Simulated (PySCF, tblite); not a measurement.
**C6H9NSi: dynamics, then NMR shifts on frames**

Aim: move C6H9NSi (`N#C[C@]1(C[SiH3])[C@@H]2C[C@@H]21`) away from its starting geometry and see how NMR shifts follow the geometry.

Computed with tblite 0.8.0 and PySCF 2.14.0, with density-fitted response routines of our own, on a single molecule in the gas phase. Atoms are numbered from 0 throughout.

### Step 1. Starting geometry

17 atoms, charge 0, multiplicity 1; geometry from: GFN2-xTB.

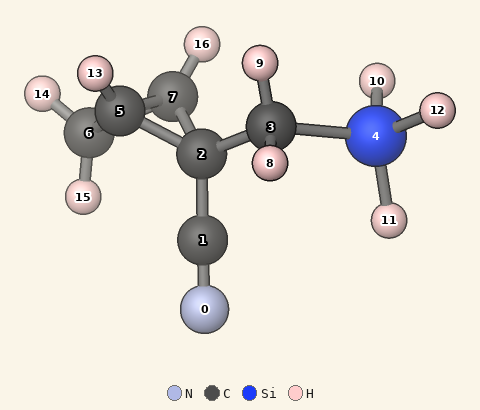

The starting geometry (nitrogen light blue, carbon dark grey, silicon blue, hydrogen pink), atoms numbered.

### Step 2. Dynamics with GFN2-xTB

What the job is given:

```
{"job": {"kind": "md", "xc": "GFN2-xTB", "basis": "xTB", "temperature": 600, "steps": 2000, "every": 50, "frames": 5}, "charge": 0, "multiplicity": 1}
N      0.125429    -2.805678    -0.590036
C     -0.056283    -1.692676    -0.390531
C     -0.251148    -0.305419    -0.108772
C      0.964653     0.344852     0.523085
Si     2.440957     0.466802    -0.682441
C     -1.628542     0.161230     0.301288
C     -2.357417    -0.300413    -0.921613
C     -1.108645     0.516054    -1.039854
H      1.253845    -0.229760     1.405960
H      0.682221     1.340038     0.872321
H      2.049150     1.332220    -1.797829
H      2.786043    -0.863423    -1.171961
H      3.557353     1.065379     0.049020
H     -1.943276     0.711107     1.162120
H     -3.294487     0.190911    -1.152153
H     -2.336992    -1.349469    -1.191682
H     -0.889859     1.430272    -1.547903
```

Level: GFN2-xTB Langevin dynamics, gas phase.

On the command line:

```sh
OMP_NUM_THREADS=1 python probes_run.py task.json out
```

The driver reads the jobs from task.json and runs them one after another.

The log of the run:

```text
t/fs     T/K      E/eV
    0.0   518.0   -597.84436
   25.0   355.4   -597.04796
   50.0   495.9   -597.02885
   75.0   536.1   -597.18107
  100.0   463.1   -597.05495
  125.0   348.6   -596.94441
  150.0   401.3   -596.79894
  175.0   648.9   -596.74282
  200.0   493.5   -596.77586
  225.0   655.1   -596.78746
  250.0   357.2   -596.42807
  275.0   702.7   -597.00748
  300.0   548.6   -596.52527
  325.0   540.7   -596.61774
  350.0   474.6   -596.70796
  375.0   623.6   -596.78750
  400.0   503.1   -596.68743
  425.0   530.9   -596.79690
  450.0   407.7   -596.73993
  475.0   476.8   -597.09179
  500.0   429.4   -597.19012
  525.0   428.8   -597.11919
  550.0   453.8   -597.05019
  575.0   428.1   -596.64637
  600.0   457.7   -596.31411
  625.0   696.8   -596.70390
  650.0   551.4   -596.24398
  675.0   507.3   -596.15672
  700.0   676.7   -596.89608
  725.0   611.6   -596.52150
  750.0   558.1   -596.46487
  775.0   575.5   -596.54810
  800.0   857.2   -596.83222
  825.0   606.2   -596.14171
  850.0   689.5   -596.61940
  875.0   768.7   -596.67418
  900.0   892.0   -596.67558
  925.0   502.6   -596.07068
  950.0   669.9   -596.58602
  975.0   643.5   -596.58720
 1000.0   522.1   -596.42664
```

Run time: 14 s. Hardware: 1 thread of AMD EPYC 9R14, shared host; peak memory 0.18 GiB.

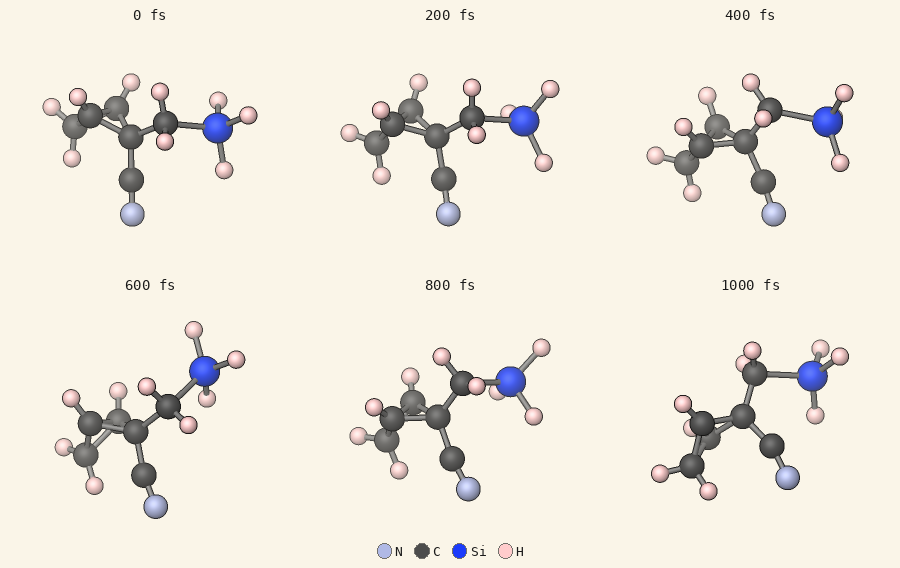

Frames of the run.

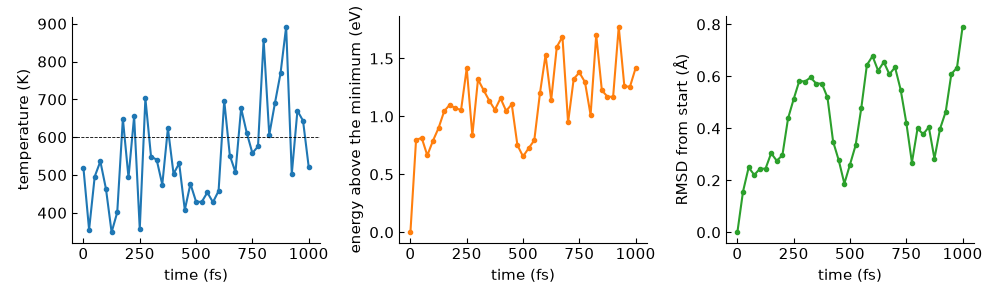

Temperature, potential energy and distance from the start.

Positions (Å) and forces (eV/Å) at 1000 fs:

```xyz
17

N     0.308   -1.185    0.895   -2.216    3.603   -0.316
C    -0.416   -0.249    0.799    2.968   -4.213    0.413
C    -1.575    0.540    0.701   -0.892   -0.939   -0.164
C    -1.489    1.984    0.413    2.978    1.039   -1.387
Si    0.174    2.207   -0.714   -0.266    0.447    0.059
C    -2.690    0.095    1.538   -0.738   -0.139    0.767
C    -2.842   -1.339    1.299    0.112    0.108   -0.820
C    -2.748   -0.347    0.101   -0.263    0.036    1.722
H    -1.507    2.728    1.244   -0.357   -0.963   -0.616
H    -2.082    2.227   -0.428   -1.702    0.510   -0.057
H     0.024    3.120   -1.865   -0.351    0.099    0.092
H     0.318    0.948   -1.492    0.215    0.199    0.608
H     1.153    3.015    0.044    0.018   -0.618    0.085
H    -3.276    0.633    2.229   -0.465    0.767    0.204
H    -3.778   -1.765    1.630   -0.532    0.206   -0.519
H    -2.094   -2.059    1.532    1.003   -0.201   -0.270
H    -3.502   -0.147   -0.648    0.488    0.060    0.198
```

### Step 3. NMR shieldings: 250 fs, PBE0/pcSseg-1

What the job is given:

```
{"job": {"kind": "nmr", "xc": "PBE0", "basis": "pcSseg-1", "pop": false}, "charge": 0, "multiplicity": 1}
N      0.127400    -2.651700    -0.347400
C     -0.097900    -1.550400    -0.251900
C     -0.618500    -0.261200    -0.097300
C      0.274800     0.862600     0.270300
Si     2.059000     0.740300    -0.534800
C     -2.119200    -0.119400     0.492500
C     -2.812500    -0.852100    -0.727400
C     -1.843100     0.194700    -0.880500
H      0.673900     0.892600     1.346100
H     -0.123100     1.929500     0.189000
H      1.903900     0.219800    -1.874900
H      2.756700    -0.329600     0.176000
H      3.040500     1.910100    -0.463700
H     -2.672100     0.632600     1.254800
H     -3.912900    -0.710100    -0.782500
H     -2.558200    -1.918100    -0.751300
H     -1.904000     1.172900    -1.400300
```

Level: GIAO PBE0/pcSseg-1 NMR shielding, non-relativistic, gas phase.

The log of the run:

```text
coarse grid: 14784 points
cycle   1  E = -577.5326270505  dE =  1.152e+00  |g| = 4.537e-01  |ddm| = 3.871e+00
cycle   2  E = -577.4237032973  dE =  1.089e-01  |g| = 8.557e-01  |ddm| = 1.214e+00
cycle   3  E = -577.5818001798  dE = -1.581e-01  |g| = 1.431e-01  |ddm| = 8.273e-01
cycle   4  E = -577.5863720680  dE = -4.572e-03  |g| = 4.171e-02  |ddm| = 1.774e-01
cycle   5  E = -577.5867822308  dE = -4.102e-04  |g| = 1.073e-02  |ddm| = 5.569e-02
cycle   6  E = -577.5868120175  dE = -2.979e-05  |g| = 2.155e-03  |ddm| = 1.568e-02
cycle   7  E = -577.5868129757  dE = -9.583e-07  |g| = 6.984e-04  |ddm| = 2.627e-03
final grid: 138520 points
cycle   8  E = -577.6331500313  dE = -3.342e-05  |g| = 6.457e-03  |ddm| = 4.473e-02
cycle   9  E = -577.6331451901  dE =  4.841e-06  |g| = 7.772e-03  |ddm| = 1.550e-02
cycle  10  E = -577.6331607880  dE = -1.560e-05  |g| = 1.229e-03  |ddm| = 8.608e-03
cycle  11  E = -577.6331610684  dE = -2.803e-07  |g| = 5.132e-04  |ddm| = 1.439e-03
cycle  12  E = -577.6331611213  dE = -5.296e-08  |g| = 1.166e-04  |ddm| = 4.307e-04
cycle  13  E = -577.6331611243  dE = -2.938e-09  |g| = 3.676e-05  |ddm| = 1.505e-04
cycle  14  E = -577.6331611246  dE = -3.157e-10  |g| = 9.747e-06  |ddm| = 4.306e-05
converged SCF energy = -577.6331611246

GIAO shielding tensors (ppm)
atom      isotropic    diamagn.    paramagn.     s11        s22        s33       span
  0 N      -30.428     341.658    -372.086   -228.207   -174.843    311.767    539.974
  1 C       69.220     258.509    -189.289    -47.946    -34.889    290.496    338.441
  2 C      153.513     247.863     -94.351    127.939    143.634    188.964     61.025
  3 C      175.136     248.424     -73.287    152.073    167.716    205.621     53.548
  4 Si     418.302     879.050    -460.748    373.950    406.591    474.367    100.417
  5 C      158.384     246.521     -88.137     88.361    173.104    213.687    125.325
  6 C      158.322     258.798    -100.475    132.919    159.666    182.382     49.463
  7 C      155.559     245.609     -90.049    123.338    161.026    182.314     58.977
  8 H       28.859      29.483      -0.624     23.144     27.667     35.766     12.622
  9 H       29.886      29.941      -0.056     24.127     28.653     36.878     12.751
 10 H       27.815      29.328      -1.513     24.060     26.839     32.546      8.486
 11 H       27.520      29.564      -2.044     23.728     26.534     32.297      8.569
 12 H       26.793      27.388      -0.595     23.589     24.328     32.461      8.872
 13 H       26.913      27.575      -0.662     21.137     24.256     35.347     14.210
 14 H       29.474      27.824       1.649     24.042     24.877     39.501     15.459
 15 H       29.972      31.343      -1.371     23.352     29.141     37.425     14.073
 16 H       28.641      30.127      -1.486     22.596     26.735     36.593     13.997
```

Wall time 21 s (1 thread of AMD EPYC 9R14, shared host); peak memory 0.84 GiB.

Shifts follow as δ = σ(reference) − σ, with reference shieldings (ppm) from runs at the same level and on the same kind of geometry: ¹H TMS 31.72, ¹³C TMS 186.9, ²⁹Si TMS 349.2, ¹⁵N NH3 267.7. The references are single molecules in the gas phase, so shifts against H2O, NH3, PH3, H3PO4 or CFCl3 are not on the usual liquid scales and can be off by tens of ppm. Each atom is listed at this fixed geometry, with no averaging over motion; a spectrum would average atoms that exchange fast.

```csv
atoms,environment,σ (ppm),δ (ppm)
C1,nitrile carbon,69.2,117.7
C2,three-membered-ring carbon,153.5,33.4
C7,three-membered-ring carbon,155.6,31.4
C6,three-membered-ring carbon,158.3,28.6
C5,three-membered-ring carbon,158.4,28.5
C3,sp3 CH2 bonded to Si,175.1,11.8
H12,hydrogen on a silicon bonded to C,26.79,4.92
H13,hydrogen on a three-membered-ring carbon,26.91,4.80
H11,hydrogen on a silicon bonded to C,27.52,4.20
H10,hydrogen on a silicon bonded to C,27.81,3.90
H16,hydrogen on a three-membered-ring carbon,28.64,3.08
H8,hydrogen on an sp3 CH2 bonded to Si,28.86,2.86
H14,hydrogen on a three-membered-ring carbon,29.47,2.24
H9,hydrogen on an sp3 CH2 bonded to Si,29.89,1.83
H15,hydrogen on a three-membered-ring carbon,29.97,1.74
N0,nitrile nitrogen,-30.4,298.2
Si4,"silicon bonded to C, 3 H",418.3,-69.1
```

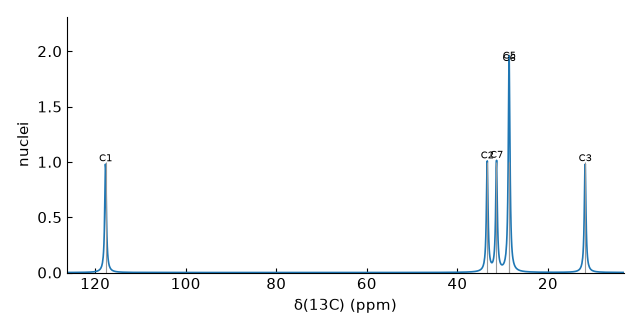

¹³C lines at the computed shifts, without couplings. Lines are broadened to a width of 0.42 ppm (Lorentzian).

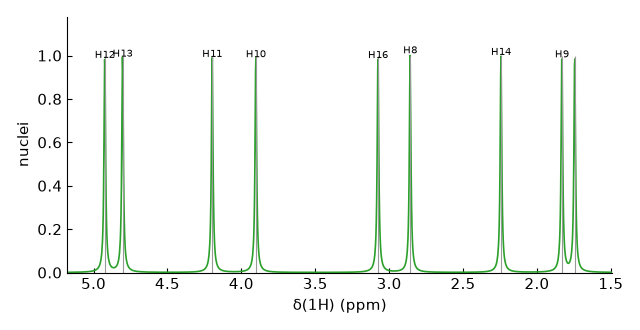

¹H lines at the computed shifts, without couplings. Lines are broadened to a width of 0.01 ppm (Lorentzian).

Ring of atoms C2, C5, C7: NICS(0) -46.9, NICS(1) -10.7, NICS(1)zz -20.4 ppm (means of both faces; NICS(1) differs between them: -14.5 and -6.9).

In rings of three or four atoms NICS is ruled by the nearby σ bonds, so it says little on aromaticity.

Ring of atoms C5, C6, C7: NICS(0) -46.1, NICS(1) -11.3, NICS(1)zz -24.4 ppm (means of both faces; NICS(1) differs between them: -15.0 and -7.6).

In rings of three or four atoms NICS is ruled by the nearby σ bonds, so it says little on aromaticity.

### Step 4. Nuclear shieldings: 425 fs, PBE0/pcSseg-1

What the job is given:

```
{"job": {"kind": "nmr", "xc": "PBE0", "basis": "pcSseg-1", "pop": false}, "charge": 0, "multiplicity": 1}
N      0.365700    -2.350900    -0.095500
C     -0.052900    -1.284300    -0.156300
C     -0.810500    -0.102900     0.042400
C      0.066300     1.003000     0.720000
Si     1.651000     1.292900    -0.102700
C     -2.202500    -0.249700     0.678300
C     -2.788600    -1.056300    -0.555700
C     -2.059400     0.287100    -0.659200
H      0.006900     0.862000     1.751700
H     -0.581200     1.888300     0.578800
H      1.297600     1.639200    -1.507300
H      2.381700    -0.021600    -0.081500
H      2.369300     2.522900     0.249500
H     -2.743800    -0.022400     1.652600
H     -3.831800    -0.944100    -0.651900
H     -2.409800    -1.987700    -0.965600
H     -2.136400     1.074300    -1.280500
```

With the program's defaults for keys left out, this is: GIAO PBE0/pcSseg-1 NMR shielding, non-relativistic, gas phase.

The log of the run:

```text
coarse grid: 14784 points
cycle   1  E = -577.5349607450  dE =  1.278e+00  |g| = 4.709e-01  |ddm| = 3.881e+00
cycle   2  E = -577.4142610605  dE =  1.207e-01  |g| = 8.913e-01  |ddm| = 1.164e+00
cycle   3  E = -577.5859460477  dE = -1.717e-01  |g| = 1.656e-01  |ddm| = 8.068e-01
cycle   4  E = -577.5920567220  dE = -6.111e-03  |g| = 4.002e-02  |ddm| = 1.847e-01
cycle   5  E = -577.5924169482  dE = -3.602e-04  |g| = 1.097e-02  |ddm| = 4.666e-02
cycle   6  E = -577.5924441205  dE = -2.717e-05  |g| = 2.909e-03  |ddm| = 1.325e-02
cycle   7  E = -577.5924460491  dE = -1.929e-06  |g| = 9.141e-04  |ddm| = 3.875e-03
final grid: 138520 points
cycle   8  E = -577.6388921767  dE = -3.487e-05  |g| = 7.362e-03  |ddm| = 4.217e-02
cycle   9  E = -577.6388884142  dE =  3.762e-06  |g| = 8.382e-03  |ddm| = 1.754e-02
cycle  10  E = -577.6389061390  dE = -1.772e-05  |g| = 6.817e-04  |ddm| = 9.134e-03
cycle  11  E = -577.6389062330  dE = -9.401e-08  |g| = 2.881e-04  |ddm| = 9.005e-04
cycle  12  E = -577.6389062489  dE = -1.596e-08  |g| = 1.333e-04  |ddm| = 3.003e-04
cycle  13  E = -577.6389062523  dE = -3.316e-09  |g| = 5.114e-05  |ddm| = 1.346e-04
cycle  14  E = -577.6389062528  dE = -5.600e-10  |g| = 8.128e-06  |ddm| = 4.629e-05
converged SCF energy = -577.6389062528

GIAO shielding tensors (ppm)
atom      isotropic    diamagn.    paramagn.     s11        s22        s33       span
  0 N      -42.973     340.973    -383.946   -230.599   -199.763    301.444    532.043
  1 C       60.922     259.243    -198.321    -58.067    -49.839    290.672    348.739
  2 C      154.351     245.981     -91.630    133.086    136.597    193.370     60.284
  3 C      175.928     248.198     -72.271    154.681    167.458    205.644     50.963
  4 Si     426.120     879.421    -453.301    378.700    417.501    482.158    103.458
  5 C      154.374     248.869     -94.496    103.364    168.700    191.056     87.692
  6 C      164.932     256.124     -91.192    136.304    154.209    204.282     67.979
  7 C      166.946     246.297     -79.351    127.842    178.064    194.930     67.088
  8 H       31.424      31.793      -0.369     24.956     31.211     38.105     13.149
  9 H       31.365      31.385      -0.019     26.012     31.662     36.422     10.409
 10 H       27.695      29.370      -1.675     23.819     27.027     32.239      8.420
 11 H       26.600      28.052      -1.452     22.521     26.241     31.039      8.518
 12 H       27.513      28.151      -0.639     24.207     24.764     33.567      9.360
 13 H       26.843      29.357      -2.514     21.135     25.344     34.051     12.916
 14 H       31.780      30.268       1.512     25.312     27.448     42.581     17.268
 15 H       30.074      31.604      -1.530     23.521     29.548     37.153     13.632
 16 H       30.032      33.943      -3.911     23.665     28.947     37.482     13.817
```

It took 21 s on 1 thread of AMD EPYC 9R14, shared host; peak memory 0.9 GiB.

In short: δ C1 126.0, C2 32.6, C5 32.6, C6 22.0, H11 5.12, H13 4.87 ppm.

[end of part 1 of 2]
